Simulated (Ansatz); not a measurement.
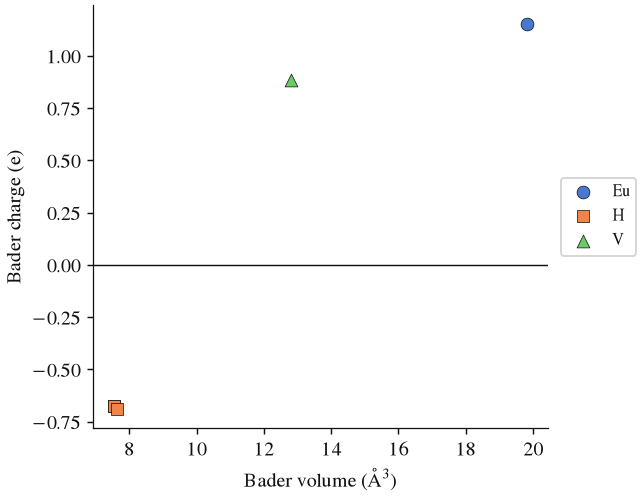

Bader charges of the atoms (positive: electrons lost), against the volumes of their basins.

System: EuVH₃, space group Pm-3m (No. 221), 5 atoms in the cell.

```
V H Eu
1.0
     3.81053    0.00000    0.00000
     0.00000    3.81053    0.00000
     0.00000    0.00000    3.81053
V H Eu
1 3 1
Direct
  0.00000 0.00000 0.00000
  0.50000 0.00000 0.00000
  0.00000 0.50000 0.00000
  0.00000 0.00000 0.50000
  0.50000 0.50000 0.50000
```

Ansatz; DFT with PBE, PAW plane waves, Ueff = 6.8 eV on Eu f; Ueff = 2.48 eV on V d, spin-polarised, 6×6×6 k mesh, 420 eV cutoff, Fermi-Dirac smearing of 0.1 eV.

Q: What are the charges by element?

A: The Bader charges are Eu +1.15 e, V +0.88 e and H −0.68 e. Summed over the cell, Eu gives up most (1.2 e) and H takes most (2.0 e).

Q: Which atoms take the most room?

A: Eu has the largest basins, 19.8 Å³ on average, and H the smallest, 7.6 Å³.

The structure was built from a prototype or by substitution, so it need not be a known phase. The cell is at 5 GPa in this functional. Spin-orbit coupling is left out, which matters for Eu.
